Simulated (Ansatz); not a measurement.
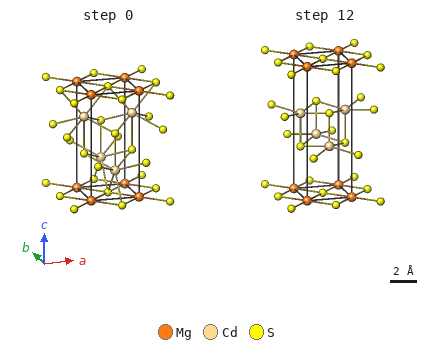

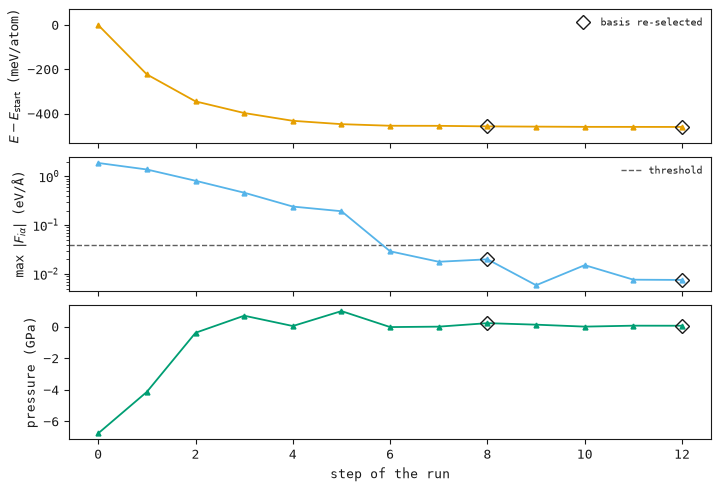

First and last geometry of a relaxation of solid MgCd2S3 (a generated structure, set up in P-4m2) (coarse preliminary run), with the history of the run. Style: ball-and-stick. Shown: the cell of the calculation, slightly off an axis.

All numbers below come from Ansatz, DFT PBE, scalar-relativistic, plane waves, PAW.

Input file:
```yaml
crystal:
  lattice:
    - [3.96539532, 0.0, 0.0]
    - [0.0, 3.96539532, 0.0]
    - [0.0, 0.0, 8.73613818]
  atoms:
    - { symbol: Mg, position: [0.0, 0.0, 0.0] }
    - { symbol: Cd, position: [0.0, 0.5, 0.73150003] }
    - { symbol: Cd, position: [0.5, 0.0, 0.26849997] }
    - { symbol: S, position: [0.0, 0.5, 0.38350001] }
    - { symbol: S, position: [0.5, 0.0, 0.61649999] }
    - { symbol: S, position: [0.5, 0.5, 0.0] }
basis:
  ecutwfc: 420
kpoints:
  mp_grid: { grid: [4, 4, 2] }
hamiltonian:
  xc: pbe
scf:
  occupations: { method: gaussian, width: 0.1 }
  lower_state_search: "off"
output:
  forces: true
  stress: true
  eigenvalues: true
relax:
  adjacent_minimum: "off"
  f_tol: 0.04
  max_steps: 70
  cell: { stress_tol: 0.4 }
```

Command:
```bash
ansatz run input.yaml --threads 1 --pin off --max-ram 2560MiB --backend cpu --events-out ev --progress --plain --runs-dir out
```

### Did the run converge, and what did it change?

It converged. The largest moves relative to the cell, 1.38 Å, are those of Cd2 and Cd3. Cd3 goes along +c. By element the largest moves are Cd 1.38 Å, S 0.26 Å. Mg stays in place. The drawn cell changes as follows: a = b 3.965 → 3.690 Å (−6.9 %), c 8.736 → 11.048 Å (+26.5 %); the volume changes by +9.5 %. Near-neighbour distances that change, for instance: Cd2–S6 3.071 → 4.718 Å, Cd2–S5 2.979 → 2.634 Å, Cd2–S4 3.040 → 2.725 Å, Mg1–S6 2.804 → 2.609 Å. Bond angles that change, for instance: S4–Cd3–S5 70.3° → 97.9°, Cd2–S4–Cd3 109.7° → 82.1°, S4–Cd3–S4 140.6° → 164.2°. The space group stays P-4m2 (No. 115). After 10 accepted moves (12 points after the start) the energy has fallen by 460 meV per atom. The largest force component goes from 1.9 to 0.0076 eV/Å. The pressure goes from −6.75 to 0.07 GPa. At 2 points the geometry stayed and the basis and grid were re-selected for the new cell (energy shift of 2.4 meV per atom at most each time). The run took 2.5 min on 1 thread of Intel(R) Xeon(R) Processor @ 2.50GHz (Skylake/Cascade Lake), with other jobs on the host, peak memory 0.4 GiB.
